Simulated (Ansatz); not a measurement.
The calculation's input:

```
crystal:
  periodic: [false, false, false]
  atoms:
    - { symbol: B, position_ang: [-0.170086, 0.026299, -0.326269] }
    - { symbol: H, position_ang: [-0.057186, -0.204611, 2.049506] }
    - { symbol: "N", position_ang: [1.153902, 0.073495, -0.746981] }
    - { symbol: H, position_ang: [1.922748, -0.022246, -0.116697] }
    - { symbol: H, position_ang: [1.439647, 0.232946, -1.696461] }
    - { symbol: "N", position_ang: [-1.335176, 0.144582, -1.077215] }
    - { symbol: H, position_ang: [-2.245388, 0.12497, -0.66833] }
    - { symbol: H, position_ang: [-1.353768, 0.297329, -2.069682] }
    - { symbol: O, position_ang: [0.212797, -0.29933, 2.987911] }
    - { symbol: H, position_ang: [-0.081891, -1.174535, 3.231319] }
magnetization:
  spin_polarized: true
  initial_magnetization: 1
basis:
  gaussian: { orbitals: def2-mTZVP }
hamiltonian:
  xc: { name: BHLYP }
relax:
  f_tol: 0.03
  max_steps: 50
output:
  orbitals: {}
```

Launched as:

```sh
ansatz run input.yaml --threads 4 --pin off --max-ram 5120MiB --backend cpu --events-out ev --progress --plain --runs-dir out
```

The fields are those of the run's last geometry, not of the input's.

These are results of Ansatz, UKS BHLYP/def2-mTZVP, not measurements.

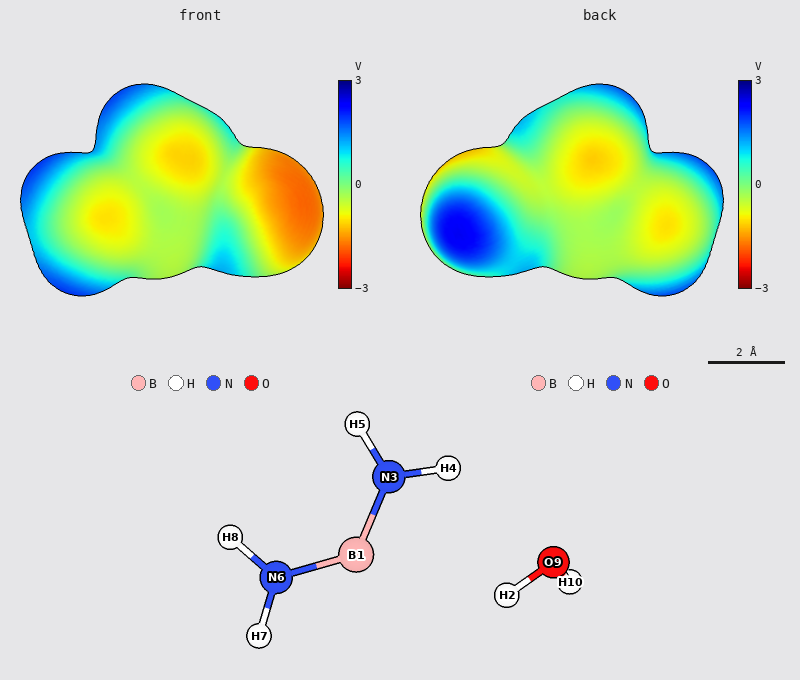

BH$_{4}$N$_{2}$···H$_{2}$O (doublet). The molecular electrostatic potential painted on the density surface at 0.002 e/bohr³, seen from the front and from behind; red is negative and blue positive. The bare structure is drawn below in the same view.

Where is the surface potential most negative and most positive?

Answer. The most negative region (about −1.8 V) lies over O9, the most positive (about +2.3 V) over H10. O9 is the likeliest acceptor of a hydrogen bond.
